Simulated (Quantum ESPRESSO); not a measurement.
# Collinear magnetic orders of Mn2Ga2S5 with Quantum ESPRESSO, part 2 of 2

Aim: find out which collinear order of Mn2Ga2S5 costs least.

Quantum ESPRESSO 7.5; LDA; plane waves with GBRV 1.5 LDA potentials, no spin-orbit coupling.

So far, absolute magnetization (μB): step 2 (run 1, typed as ferro ++) 9.19.

### Step 3. Run 2 (antiferro +−)

Contents of pw.in:

```
&CONTROL
  calculation = 'scf'
  prefix = 'pwscf'
  outdir = './tmp'
  pseudo_dir = './pseudo'
  disk_io = 'nowf'
/
&SYSTEM
  ibrav = 0
  nat = 9
  ntyp = 4
  ecutwfc = 40
  ecutrho = 280
  nbnd = 63
  occupations = 'smearing'
  smearing = 'fd'
  degauss = 0.00367493
  nspin = 2
  starting_magnetization(1) = 0.3
  starting_magnetization(2) = -0.3
  starting_magnetization(3) = 0
  starting_magnetization(4) = 0
/
&ELECTRONS
  conv_thr = 1.8d-08
  electron_maxstep = 150
  mixing_beta = 0.3
/
ATOMIC_SPECIES
Mn1    54.9380 mn_lda_v1.5.uspp.F.UPF
Mn2    54.9380 mn_lda_v1.5.uspp.F.UPF
Ga     69.7230 ga_lda_v1.4.uspp.F.UPF
S      32.0600 s_lda_v1.4.uspp.F.UPF
CELL_PARAMETERS angstrom
   3.7279544901    0.0000000000    0.0000000000
  -1.8639772451    3.2285032926    0.0000000000
   0.0000000000    0.0000000000   15.3334560000
ATOMIC_POSITIONS crystal
Mn1     0.3333333300    0.6666666700    0.4018990000
Mn2     0.6666666700    0.3333333300    0.5981010000
Ga      0.3333333300    0.6666666700    0.8286040000
Ga      0.6666666700    0.3333333300    0.1713960000
S       0.0000000000    0.0000000000    0.5000000000
S       0.3333333300    0.6666666700    0.6831100000
S       0.6666666700    0.3333333300    0.3168900000
S       0.3333333300    0.6666666700    0.1058920000
S       0.6666666700    0.3333333300    0.8941080000
K_POINTS automatic
6 6 2 0 0 0
```

Launch:

```sh
$ OMP_NUM_THREADS=1 mpirun -n 4 pw.x -nk 4 -in pw.in > pw.out
```

Log:

```text
[banner, memory and clock lines left out]
Program PWSCF v.7.5 starts

     Message from routine setup:
     using ibrav=0 with symmetry is DISCOURAGED, use correct ibrav instead

     bravais-lattice index     =            0
     lattice parameter (alat)  =       7.0448  a.u.
     unit-cell volume          =    1245.3989 (a.u.)^3
     number of atoms/cell      =            9
     number of atomic types    =            4
     number of electrons       =        98.00
     number of Kohn-Sham states=           63
     kinetic-energy cutoff     =      40.0000  Ry
     charge density cutoff     =     280.0000  Ry
     scf convergence threshold =      1.8E-08
     mixing beta               =       0.3000
     number of iterations used =            8  plain     mixing
     Exchange-correlation=  SLA  PZ   NOGX NOGC
                           (   1   1   0   0   0   0   0)

     celldm(1)=   7.044813  celldm(2)=   0.000000  celldm(3)=   0.000000
     celldm(4)=   0.000000  celldm(5)=   0.000000  celldm(6)=   0.000000

     crystal axes: (cart. coord. in units of alat)
               a(1) = (   1.000000   0.000000   0.000000 )
               a(2) = (  -0.500000   0.866025   0.000000 )
               a(3) = (   0.000000   0.000000   4.113102 )

     reciprocal axes: (cart. coord. in units 2 pi/alat)
               b(1) = (  1.000000  0.577350 -0.000000 )
               b(2) = (  0.000000  1.154701  0.000000 )
               b(3) = (  0.000000 -0.000000  0.243126 )

     PseudoPot. # 1 for Mn read from file:
     mn_lda_v1.5.uspp.F.UPF
     Pseudo is Ultrasoft + core correction, Zval = 15.0

     PseudoPot. # 2 for Mn read from file:
     mn_lda_v1.5.uspp.F.UPF
     Pseudo is Ultrasoft + core correction, Zval = 15.0

     PseudoPot. # 3 for Ga read from file:
     ga_lda_v1.4.uspp.F.UPF
     Pseudo is Ultrasoft + core correction, Zval = 19.0

     PseudoPot. # 4 for S  read from file:
     s_lda_v1.4.uspp.F.UPF
     Pseudo is Ultrasoft + core correction, Zval =  6.0

     atomic species   valence    mass     pseudopotential
     Mn1              15.00    54.93800     Mn( 1.00)
     Mn2              15.00    54.93800     Mn( 1.00)
     Ga               19.00    69.72300     Ga( 1.00)
     S                 6.00    32.06000     S ( 1.00)

     Starting magnetic structure
     atomic species   magnetization
     Mn1             0.300
     Mn2            -0.300
     Ga              0.000
     S               0.000

      6 Sym. Ops. (no inversion) found

   Cartesian axes

     site n.     atom                  positions (alat units)
         1        Mn1    tau(   1) = (  -0.0000000   0.5773503   1.6530515  )
         2        Mn2    tau(   2) = (   0.5000000   0.2886751   2.4600502  )
         3        Ga     tau(   3) = (  -0.0000000   0.5773503   3.4081325  )
         4        Ga     tau(   4) = (   0.5000000   0.2886751   0.7049692  )
         5        S      tau(   5) = (   0.0000000   0.0000000   2.0565509  )
         6        S      tau(   6) = (  -0.0000000   0.5773503   2.8097009  )
         7        S      tau(   7) = (   0.5000000   0.2886751   1.3034008  )
         8        S      tau(   8) = (  -0.0000000   0.5773503   0.4355446  )
         9        S      tau(   9) = (   0.5000000   0.2886751   3.6775571  )

     number of k points=    14  Fermi-Dirac smearing, width (Ry)=  0.0037
                       cart. coord. in units 2pi/alat
        k(    1) = (   0.0000000   0.0000000   0.0000000), wk =   0.0138889
        k(    2) = (   0.0000000   0.0000000  -0.1215628), wk =   0.0138889
        k(    3) = (   0.0000000   0.1924501   0.0000000), wk =   0.0833333
        k(    4) = (   0.0000000   0.1924501  -0.1215628), wk =   0.0833333
        k(    5) = (   0.0000000   0.3849002   0.0000000), wk =   0.0833333
        [... 9 further k-points ...]

     Dense  grid:    98717 G-vectors     FFT dimensions: (  40,  40, 160)

     Smooth grid:    42543 G-vectors     FFT dimensions: (  30,  30, 120)

     Check: negative core charge=   -0.000018
     Generating pointlists ...
     new r_m :   0.2784 (alat units)  1.9615 (a.u.) for type    1
     new r_m :   0.2784 (alat units)  1.9615 (a.u.) for type    2
     new r_m :   0.2469 (alat units)  1.7390 (a.u.) for type    3
     new r_m :   0.2469 (alat units)  1.7390 (a.u.) for type    4

     Initial potential from superposition of free atoms

     starting charge      94.9997, renormalised to      98.0000
     Starting wfcs are   70 randomized atomic wfcs

     Self-consistent Calculation

     iteration #  1     ecut=    40.00 Ry     beta= 0.30
     Davidson diagonalization with overlap
     ethr =  1.00E-02,  avg # of iterations =  8.5

     total energy              =   -1325.54588473 Ry
     estimated scf accuracy    <     104.68221431 Ry

     total magnetization       =    -0.04 Bohr mag/cell
     absolute magnetization    =     1.21 Bohr mag/cell

     iteration #  2     ecut=    40.00 Ry     beta= 0.30
     Davidson diagonalization with overlap
     ethr =  1.00E-02,  avg # of iterations =  9.6

     total energy              =   -1324.38844055 Ry
     estimated scf accuracy    <    2000.42603078 Ry

     total magnetization       =     0.06 Bohr mag/cell
     absolute magnetization    =     0.84 Bohr mag/cell

     [... further iterations left out ...]

     iteration # 18     ecut=    40.00 Ry     beta= 0.30
     Davidson diagonalization with overlap
     ethr =  8.85E-11,  avg # of iterations =  2.8

     total energy              =   -1373.09146938 Ry
     estimated scf accuracy    <       0.00000004 Ry

     total magnetization       =    -0.00 Bohr mag/cell
     absolute magnetization    =     9.23 Bohr mag/cell

     iteration # 19     ecut=    40.00 Ry     beta= 0.30
     Davidson diagonalization with overlap
     ethr =  3.94E-11,  avg # of iterations =  1.9

     Magnetic moment per site  (integrated on atomic sphere of radius R)
     atom   1 (R=0.278)  charge= 13.0949  magn=  4.0599
     atom   2 (R=0.278)  charge= 13.0948  magn= -4.0599
     atom   3 (R=0.247)  charge= 16.5839  magn= -0.0134
     atom   4 (R=0.247)  charge= 16.5839  magn=  0.0134
     atom   5 (R=0.247)  charge=  3.5776  magn=  0.0000
     atom   6 (R=0.247)  charge=  3.6114  magn= -0.0812
     atom   7 (R=0.247)  charge=  3.6114  magn=  0.0812
     atom   8 (R=0.247)  charge=  3.5634  magn=  0.0198
     atom   9 (R=0.247)  charge=  3.5634  magn= -0.0198

     End of self-consistent calculation

     [... lines left out ...]
     the Fermi energy is     7.7538 ev

!    total energy              =   -1373.09146939 Ry
     estimated scf accuracy    <          6.1E-09 Ry
     smearing contrib. (-TS)   =      -0.00044367 Ry
     internal energy E=F+TS    =   -1373.09102571 Ry

     The total energy is F=E-TS. E is the sum of the following terms:
     one-electron contribution =   -1195.72752716 Ry
     hartree contribution      =     628.68802954 Ry
     xc contribution           =    -190.15801167 Ry
     ewald contribution        =    -615.89351642 Ry

     total magnetization       =     0.00 Bohr mag/cell
     absolute magnetization    =     9.23 Bohr mag/cell

     convergence has been achieved in  19 iterations
```

The job ended after 1.8 min (4 MPI ranks of Arm Neoverse V2, shared host; peak memory 0.95 GiB).

Spin moment in the atom's sphere by atom:

```tsv
atom	spin moment in the atom's sphere (μB)
Mn1	4.06
Mn2	-4.06
Ga3	-0.01
Ga4	0.01
S5	0.00
S6	-0.08
S7	0.08
S8	0.02
S9	-0.02
```

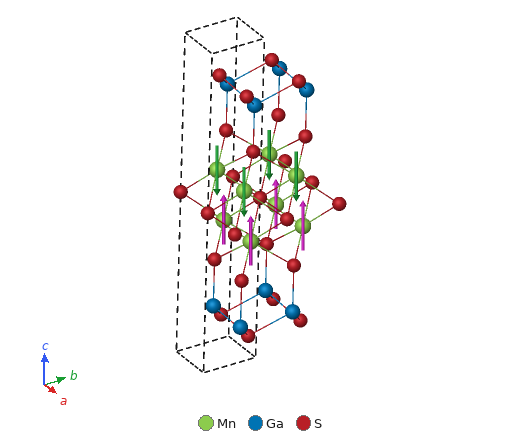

Spin moment in the atom's sphere as arrows, the longest 4.06 μB. Up and down stand for the sign. Arrows give size and sign along the axis of quantisation, drawn up and down the page. The two directions have two colours. 2×2×1 cells are drawn. Some periodic images of atoms are drawn too.

Numbers from this step:

```yaml
smearing_term_ts: 0.006036 eV
magnetization: 0 μB
absolute_magnetization: 9.226 μB
final_state: antiferromagnetic
```

### Step 4. Ranking

An order is kept where moments of 0.15 μB or more survive with the typed signs; meshes match where a doubled cell samples the same k points as the first cell.

Orders:

```tsv
start	final state	typed order kept	energy over the lowest (meV a seeded atom)	largest site moment (μB)	net moment (μB a cell of the first run)	mesh matched	CPU time (s)
ferro ++	ferromagnetic	yes	31.64	3.985	9.192	yes	419.3
antiferro +-	antiferromagnetic	yes	0	4.06	0	yes	439.4
```

### Step 5. Summary of results

```
lowest state found      : antiferromagnetic (from antiferro +-)
largest site moment     : 4.06 μB
next state with moments : ferromagnetic, 31.6 meV a seeded atom higher
```

The smearing terms TS of the orders run from 3.0 to 11 meV a seeded atom, so the differences would change at a smaller width: an order with a larger TS is lowered more by the smearing. This is the lowest of 2 collinear or spinless starts, no proof of the ground state. No Hubbard term acts here. In such compounds local and semilocal functionals without one often delocalise the d electrons, and can shrink or lose moments and miss the size, sign and order of the couplings.

[Logs and program files are shortened in this print: banners, set-up blocks, solver, clock and traceback lines can be left out without a mark of their own.]

[Logs are printed without paths, hosts, clocks, repeated set-up lines and the standing remarks that a program may print on its own settings, such as how far it seeks lower states.]

[Hosts, paths, dates, database ids (printed as entryN), source tags and the programs' standing remarks are cut or masked in the printed files.]

[Where a cell is said to come from a database of computed structures, the database is the Materials Project.]
